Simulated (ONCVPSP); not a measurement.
**Run report: Os, pseudopotential generation**

Osmium (Os, Z = 76), core [Kr] 4d10 4f14, reference valence 5s2 5p6 5d6 6s2, valence charge 16. Computed at this level: ONCV potential, PBEsol, scalar-relativistic, made with ONCVPSP 4.0.1.

Results in brief:

- outcome: generated
- cutoffs needed: 110 Ha and 134 Ha (the cutoffs at which the residual kinetic energy of the hardest occupied pseudo-wave falls to 1 and 0.1 mHa per electron)
- ghost test: no bound ghost flagged; GHOST(+) flagged for s at 184.7 eV
- largest excitation error: -15 meV (all-electron minus pseudo) for 5s2 5p6 5d5 6s0, out of 4 test configurations
- rms error of d²Exc/dni dnj: 6.72 mHa without and 3.02 mHa with the model core
- range over which the phases arctan(r R′/R) at the test radius agree within 0.05 rad (a looser test near the poles than one of phase shifts): s: over the whole range computed; p: over the whole range computed; d: up to about 2.1 Ha; f: not judged, local potential alone
- hardware: 1 CPU thread, shared host
- wall time: 3.6 s

The input:
```
# ATOM AND REFERENCE CONFIGURATION
# atsym  z   nc   nv     iexc    psfile
  Os 76.00   10    4  -116133      upf
#
#   n    l    f
    1    0    2.00
    2    0    2.00
    2    1    6.00
    3    0    2.00
    3    1    6.00
    3    2   10.00
    4    0    2.00
    4    1    6.00
    4    2   10.00
    4    3   14.00
    5    0    2.00
    5    1    6.00
    5    2    6.00
    6    0    2.00
#
# PSEUDOPOTENTIAL AND OPTIMIZATION
# lmax
    2
#
#   l,   rc,      ep,       ncon, nbas, qcut
    0    1.80    0.00    4    8    8.40
    1    1.25    0.00    4    8    6.30
    2    1.95    0.00    4    8    7.00
#
# LOCAL POTENTIAL
# lloc, lpopt,  rc(5),   dvloc0
    4    3    1.10    0.00
#
# VANDERBILT-KLEINMAN-BYLANDER PROJECTORs
# l, nproj, debl
    0    2    2.40
    1    2    3.50
    2    1    2.10
#
# MODEL CORE CHARGE
# icmod, fcfact, rcfact
    3    1.50    1.35
#
# LOG DERIVATIVE ANALYSIS
# epsh1, epsh2, depsh
   -5.00    5.00    0.04
#
# OUTPUT GRID
# rlmax, drl
    6.00    0.01
#
# TEST CONFIGURATIONS
# ncnf
    4
# nvcnf
#   n    l    f
    4
    5    0    2.00
    5    1    6.00
    5    2    6.00
    6    0    1.00
#
    4
    5    0    2.00
    5    1    6.00
    5    2    6.00
    6    0    0.00
#
    4
    5    0    2.00
    5    1    6.00
    5    2    5.00
    6    0    0.00
#
    5
    5    0    2.00
    5    1    6.00
    5    2    6.00
    6    0    1.00
    6    1    1.00
#
```

Launched with:
```bash
oncvpsp.x < Os.dat > Os.out
```

Output (extracts):
```
ONCVPSP  (Optimized Norm-Conservinng Vanderbilt PSeudopotential)
scalar-relativistic version 4.0.1

#   n    l    f        energy (Ha)
    1    0    2.00    -2.7140882E+03
    2    0    2.00    -4.7269285E+02
    2    1    6.00    -4.1160494E+02
    3    0    2.00    -1.0999479E+02
    3    1    6.00    -9.2062085E+01
    3    2   10.00    -7.2032676E+01
    4    0    2.00    -2.3200449E+01
    4    1    6.00    -1.7319025E+01
    4    2   10.00    -1.0021511E+01
    4    3   14.00    -1.9117655E+00
    5    0    2.00    -3.3661930E+00
    5    1    6.00    -1.8691325E+00
    5    2    6.00    -2.3100170E-01
    6    0    2.00    -2.2739592E-01

Reference configufation results
  iterations    27
  all-electron total energy (Ha)   -1.72489087D+04

Begin loop to  construct optimized pseudo wave functions
and semi-local pseudopoentials for all angular momenta

Calculating optimized projector #   1

 for l=   0

    Fraction of norm inside rc  0.979019
    Optimizing pswf for qcut=   8.39 a_B^-1,  ecut=  35.21 Ha
    Residual kinetic energy error=  3.95D-08 Ha

    Energy error per electron        Cutoff
         Ha          eV             Ha
         0.01000     0.27211       15.67
         0.00100     0.02721       21.09
         0.00010     0.00272       25.24
         0.00001     0.00027       28.48

Calculating optimized projector #   2

 for l=   0

    Fraction of norm inside rc  0.103061
    Optimizing pswf for qcut=   8.39 a_B^-1,  ecut=  35.21 Ha
    Residual kinetic energy error=  8.24D-08 Ha

    Energy error per electron        Cutoff
         Ha          eV             Ha
         0.01000     0.27211       13.19
         0.00100     0.02721       20.10
         0.00010     0.00272       25.19
         0.00001     0.00027       28.94

   Wellstate for l =  1  n =  7
     eigenvalue =   1.6309
     asymptotic potential =   2.1309
     half-point radius =  3.5870

Calculating optimized projector #   1

 for l=   1

    Fraction of norm inside rc  0.623852
    Optimizing pswf for qcut=   6.29 a_B^-1,  ecut=  19.81 Ha
    Residual kinetic energy error=  1.05D-02 Ha

    Energy error per electron        Cutoff
         Ha          eV             Ha
         0.01000     0.27211       20.14
         0.00100     0.02721      110.31
         0.00010     0.00272      134.33
         0.00001     0.00027      179.32

Calculating optimized projector #   2

 for l=   1

    Fraction of norm inside rc  0.050822
    Optimizing pswf for qcut=   6.29 a_B^-1,  ecut=  19.81 Ha
    Residual kinetic energy error=  3.94D-03 Ha

    Energy error per electron        Cutoff
         Ha          eV             Ha
         0.01000     0.27211       10.04
         0.00100     0.02721       27.29
         0.00010     0.00272       78.11
         0.00001     0.00027      134.02

Calculating optimized projector #   1

 for l=   2

    Fraction of norm inside rc  0.653205
    Optimizing pswf for qcut=   6.99 a_B^-1,  ecut=  24.44 Ha
    Residual kinetic energy error=  1.68D-06 Ha

    Energy error per electron        Cutoff
         Ha          eV             Ha
         0.01000     0.27211       12.80
         0.00100     0.02721       16.74
         0.00010     0.00272       19.85
         0.00001     0.00027       22.48

Construct Vanderbilt / Kleinmman-Bylander projectors

B matrix Hermiticity error, ll=   0
   1   2    4.8006E-04

  Orthonormal projector coefficients  1.1944E+01  2.2745E+00

B matrix Hermiticity error, ll=   1
   1   2   -5.4599E-04

  Orthonormal projector coefficients  1.1905E+01  3.7610E+00

Model core correction analysis
  based on d2Exc/dn_idn_j

d2excae - all-electron derivatives

   -2.844130D-02   -2.478519D-02   -1.182404D-02   -1.697270D-03
   -2.478524D-02   -2.455529D-02   -1.508148D-02   -2.602285D-03
   -1.182412D-02   -1.508152D-02   -1.744185D-02   -1.121061D-02
   -1.697265D-03   -2.602180D-03   -1.120894D-02   -2.366008D-02

d2excps - pseudofunction derivatives with no core correction

   -4.934397D-02   -3.465354D-02   -1.471056D-02   -3.489210D-03
   -3.465469D-02   -3.179153D-02   -1.765917D-02   -3.347720D-03
   -1.471094D-02   -1.765936D-02   -1.842284D-02   -1.144458D-02
   -3.489997D-03   -3.347655D-03   -1.144291D-02   -2.381743D-02

rms 2nd derivative error    6.720600E-03

rmatch, rhocmatch    0.8790   13.3026

Teter function model core charge with specified parameters

d2excps - pseudofunction derivatives with core correction

   -3.736155D-02   -2.929383D-02   -1.325286D-02   -2.553907D-03
   -2.929405D-02   -2.838942D-02   -1.661721D-02   -2.984240D-03
   -1.325303D-02   -1.661730D-02   -1.810470D-02   -1.136356D-02
   -2.553961D-03   -2.984142D-03   -1.136188D-02   -2.374153D-02

rms 2nd derivative error    3.020568E-03

Pseudoatom total energy  -91.952744

Diagnostic tests using Vanderbilt-Kleinman-Bylander pseudopotentials
  1 or more projectors used as specified by nproj input data

   l    rcore       rmatch      e in        delta e   norm test  slope test

   0   1.8018974   1.8566069  -3.3661930   0.0000036   1.0002516   1.0002302
   0   1.8018974   1.8566069  -0.2273959   0.0000027   1.0000358   1.0000278

   1   1.2509883   1.2889710  -1.8691325  -0.0000269   1.0001852   1.0002235
   1   1.2509883   1.2889710   1.6308675   0.0000119   1.0006253   1.0006253

   2   1.9593038   2.0187925  -0.2310017  -0.0000012   0.9999996   1.0000066

 Testing for bound ghosts
   n   l    E NL Schr. Eq   E Basis Diag.   E Cutoff

   1   0       -3.366189       -3.366188     81.75
   2   0       -0.227393       -0.201791     81.75

   2   1       -1.869159       -1.868682    193.16

   3   2       -0.231003       -0.229449     67.24

 Testing for highly-localized positive-energy ghosts
       l    <radius>/rc     E Basis Diag.   E Cutoff

       0        0.646171        6.787432     81.75  WARNING - GHOST(+)

Test configuration 0

   n   l     f        eae           eps        diff
   1   0  2.0000-2714.08824942
   2   0  2.0000 -472.69284873
   2   1  6.0000 -411.60494081
   3   0  2.0000 -109.99478727
   3   1  6.0000  -92.06208507
   3   2 10.0000  -72.03267607
   4   0  2.0000  -23.20044931
   4   1  6.0000  -17.31902489
   4   2 10.0000  -10.02151131
   4   3 14.0000   -1.91176550
   5   0  2.0000   -3.36619298   -3.36618938    3.60D-06
   5   1  6.0000   -1.86913249   -1.86915937   -2.69D-05
   5   2  6.0000   -0.23100170   -0.23100293   -1.23D-06
   6   0  2.0000   -0.22739592   -0.22739320    2.73D-06

    Total energies and differences
      AE_ref= -1.72489087D+04  AE_tst= -1.72489087D+04  dif=  0.00D+00
      PS_ref= -9.19527442D+01  PS_tst= -9.19527442D+01  dif=  5.68D-14
      PSP excitation error= -5.68D-14

Test configuration 1

   n   l     f        eae           eps        diff
   1   0  2.0000-2714.38579469
   2   0  2.0000 -472.98815390
   2   1  6.0000 -411.90030764
   3   0  2.0000 -110.29047731
   3   1  6.0000  -92.35777797
   3   2 10.0000  -72.32819008
   4   0  2.0000  -23.49634127
   4   1  6.0000  -17.61488609
   4   2 10.0000  -10.31726651
   4   3 14.0000   -2.20752233
   5   0  2.0000   -3.66254176   -3.66351122   -9.69D-04
   5   1  6.0000   -2.16648932   -2.16673458   -2.45D-04
   5   2  6.0000   -0.52123334   -0.52115379    7.95D-05
   6   0  1.0000   -0.48468018   -0.48477263   -9.24D-05

    Total energies and differences
      AE_ref= -1.72489087D+04  AE_tst= -1.72485550D+04  dif=  3.54D-01
      PS_ref= -9.19527442D+01  PS_tst= -9.15988896D+01  dif=  3.54D-01
      PSP excitation error= -1.66D-04

Test configuration 2

   n   l     f        eae           eps        diff
   1   0  2.0000-2714.72317134
   2   0  2.0000 -473.32248145
   2   1  6.0000 -412.23472805
   3   0  2.0000 -110.62501229
   3   1  6.0000  -92.69231756
   3   2 10.0000  -72.66253363
   4   0  2.0000  -23.83101156
   4   1  6.0000  -17.94950705
   4   2 10.0000  -10.65173201
   4   3 14.0000   -2.54186363
   5   0  2.0000   -3.99678512   -3.99927597   -2.49D-03
   5   1  6.0000   -2.50101650   -2.50164808   -6.32D-04
   5   2  6.0000   -0.84361046   -0.84342778    1.83D-04

    Total energies and differences
      AE_ref= -1.72489087D+04  AE_tst= -1.72479324D+04  dif=  9.76D-01
      PS_ref= -9.19527442D+01  PS_tst= -9.09759698D+01  dif=  9.77D-01
      PSP excitation error= -5.37D-04

Test configuration 3

   n   l     f        eae           eps        diff
   1   0  2.0000-2715.23058868
   2   0  2.0000 -473.83172286
   2   1  6.0000 -412.74397729
   3   0  2.0000 -111.13164275
   3   1  6.0000  -93.19895102
   3   2 10.0000  -73.16965769
   4   0  2.0000  -24.33659549
   4   1  6.0000  -18.45507724
   4   2 10.0000  -11.15731615
   4   3 14.0000   -3.04646277
   5   0  2.0000   -4.49373108   -4.49677707   -3.05D-03
   5   1  6.0000   -2.98813668   -2.98908578   -9.49D-04
   5   2  5.0000   -1.28683189   -1.28669627    1.36D-04

    Total energies and differences
      AE_ref= -1.72489087D+04  AE_tst= -1.72468712D+04  dif=  2.04D+00
      PS_ref= -9.19527442D+01  PS_tst= -8.99146822D+01  dif=  2.04D+00
      PSP excitation error= -5.43D-04

Test configuration 4

   n   l     f        eae           eps        diff
   1   0  2.0000-2714.15464977
   2   0  2.0000 -472.75807697
   2   1  6.0000 -411.67015240
   3   0  2.0000 -110.06040412
   3   1  6.0000  -92.12769603
   3   2 10.0000  -72.09818217
   4   0  2.0000  -23.26625207
   4   1  6.0000  -17.38480312
   4   2 10.0000  -10.08722041
   4   3 14.0000   -1.97747918
   5   0  2.0000   -3.43228935   -3.43314933   -8.60D-04
   5   1  6.0000   -1.93551085   -1.93574601   -2.35D-04
   5   2  6.0000   -0.29181894   -0.29173999    7.90D-05
   6   0  1.0000   -0.27206307   -0.27212326   -6.02D-05
   6   1  1.0000   -0.07779305   -0.07780009   -7.03D-06

    Total energies and differences
      AE_ref= -1.72489087D+04  AE_tst= -1.72487205D+04  dif=  1.88D-01
      PS_ref= -9.19527442D+01  PS_tst= -9.17644774D+01  dif=  1.88D-01
      PSP excitation error= -7.47D-05
```

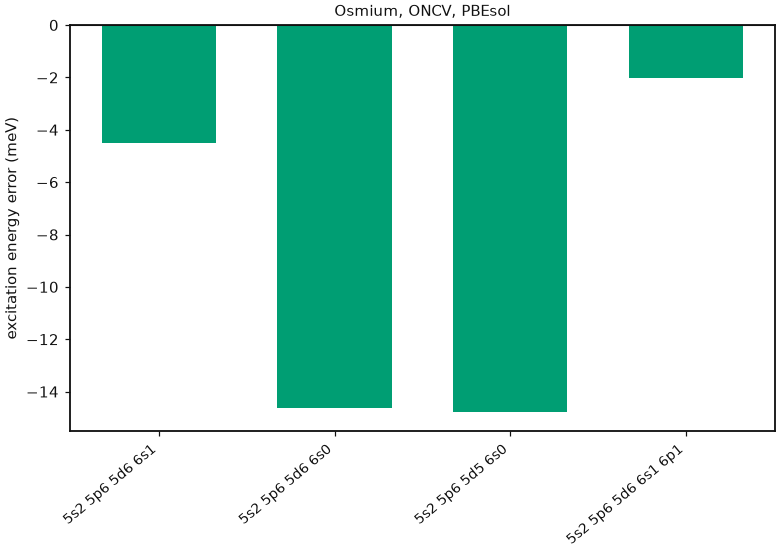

Errors, all-electron minus pseudo, of the energies of valence configurations relative to the unpolarised reference 5s2 5p6 5d6 6s2.

- Worst configuration: 5s2 5p6 5d5 6s0 (charge +3): the error is -15 meV on an all-electron energy of +55.44 eV relative to the reference, or 0.027 %.
- Configurations within 10 meV and within 50 meV: 2 and 4 of 4.

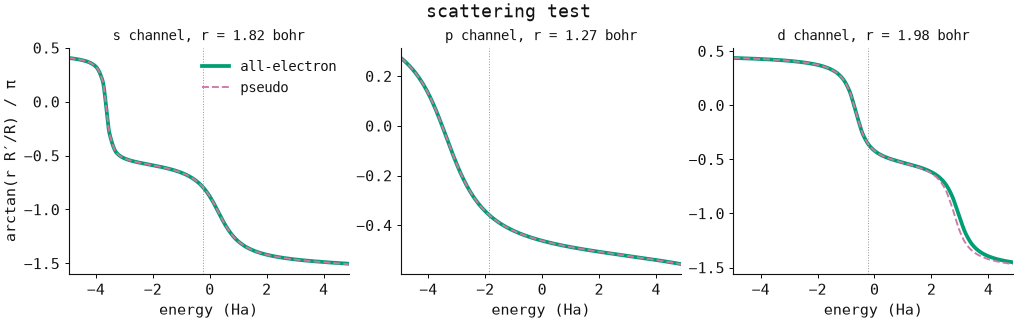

Unwrapped phase arctan(r R′/R) in units of π against energy, all-electron (solid) and pseudo (dashed); the pseudo phase is matched to the all-electron one at the reference energy. Here R(r) is the radial function. The dotted line marks the reference energy of the channel. Not drawn: f: not judged.

- Range over which the phases agree within 0.05 rad: s: over the whole range drawn; p: over the whole range drawn; d: up to about 2.1 Ha.
- Ghost states: the plot shows none: the two phases stay within 0.41 rad of each other in all channels drawn. The separate test gives: no bound ghost flagged; GHOST(+) flagged for s at 184.7 eV.

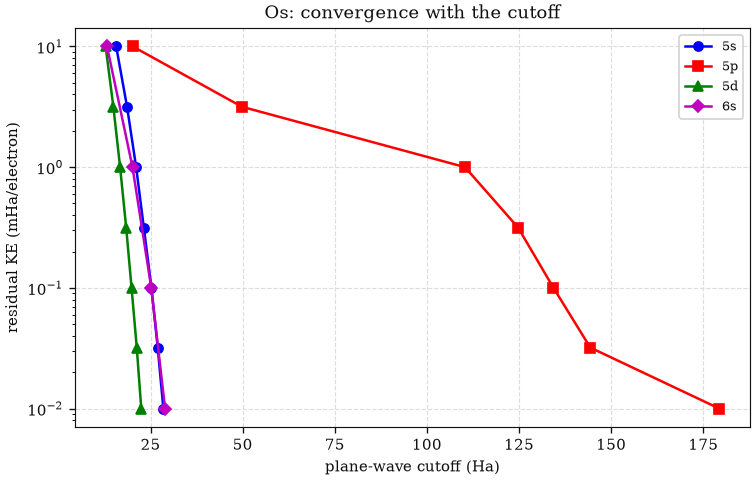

Residual kinetic energy of the pseudo-waves (the first of each channel, and further valence shells) beyond the plane-wave cutoff, as the generator prints it.

- Cutoffs for 1 mHa per electron: 5p: 110 Ha; 5s: 21 Ha; 6s: 20 Ha; 5d: 17 Ha.
- Hardest wave at 1 mHa per electron: 5p, with rc = 1.25 bohr and qcut = 6.3 1/bohr. The optimisation minimises, but can't always remove, the kinetic energy above qcut²/2 = 19.8 Ha, and a larger rc would as a rule soften the wave at some cost in transferability.
- Cutoffs for the occupied states: 110 Ha for 1 mHa and 134 Ha for 0.1 mHa per electron. The first is set by 5p.

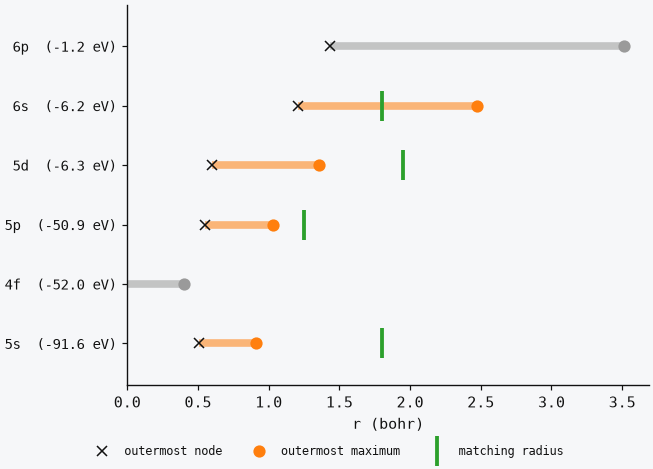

Outer shells of the all-electron reference atom: each bar runs from the outermost node (or the nucleus) to the outermost maximum of u(r); the tick is the radius chosen for the pseudo-wave. Shells without a tick have no pseudo-wave of their own. Levels, nodes and maxima are from ld1.x, scalar-relativistic.

- Radii against the shells: 5s: 1.80 bohr, outside the maximum; 5p: 1.25 bohr, outside the maximum; 5d: 1.95 bohr, outside the maximum; 6s: 1.80 bohr, between node and maximum.
